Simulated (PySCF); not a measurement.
Consider C₇H₇N (SMILES C=C/C=C(/C#N)C=C).

Input

```
{"job": {"kind": "nmr", "xc": "PBE0", "basis": "pcSseg-1"}, "charge": 0, "multiplicity": 1}
C      2.960837    -0.417753    -0.515184
C      1.669868    -0.534773    -0.200586
C      0.742403     0.551489    -0.333525
C     -0.583424     0.527736    -0.038214
C     -1.305529     1.728303    -0.251343
N     -1.872415     2.709164    -0.430658
C     -1.327857    -0.608602     0.474692
C     -2.629237    -0.574925     0.748108
H      3.369784     0.507657    -0.886908
H      3.647384    -1.239967    -0.411233
H      1.297190    -1.479522     0.169505
H      1.157080     1.479868    -0.709031
H     -0.766263    -1.517750     0.633302
H     -3.146471    -1.438691     1.128287
H     -3.217764     0.315756     0.600877
```

Command:

```sh
OMP_NUM_THREADS=1 python probes_run.py task.json out
```

Geometry: GFN2-xTB.

Computed with PySCF 2.14.0, PBE0/pcSseg-1, SCF density, gas phase, non-relativistic.

What can the converged electron density and electron localisation function tell about the bonding?

C–N (1.15 Å): the density is about 3.5 e/Å³ at the midpoint; the ELF peaks at about 0.85 between the atoms (a multiple bond).
C–C (1.33 Å): ρ is about 2.3 e/Å³ halfway; the ELF peaks at about 0.95 between the atoms; a short, multiple covalent bond.
C–H (1.08 Å): ρ at the midpoint is about 2.1 e/Å³; the ELF climbs to about 1 towards the hydrogen, as it does in any bond to H (an ordinary covalent bond to hydrogen).
C–C (1.42 Å): ρ is about 1.9 e/Å³ halfway; the ELF peaks at about 0.95 between the atoms (a covalent bond).

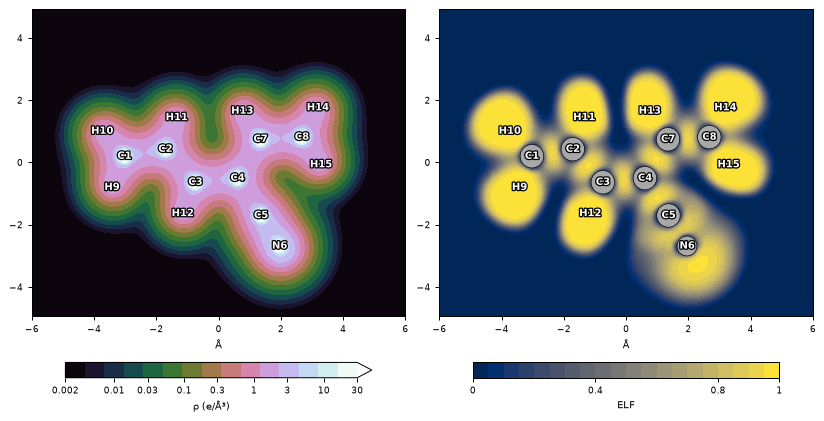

Computed electron density and electron localisation function on the molecular plane, in this order. Grey discs cover the atomic cores in the ELF map. 
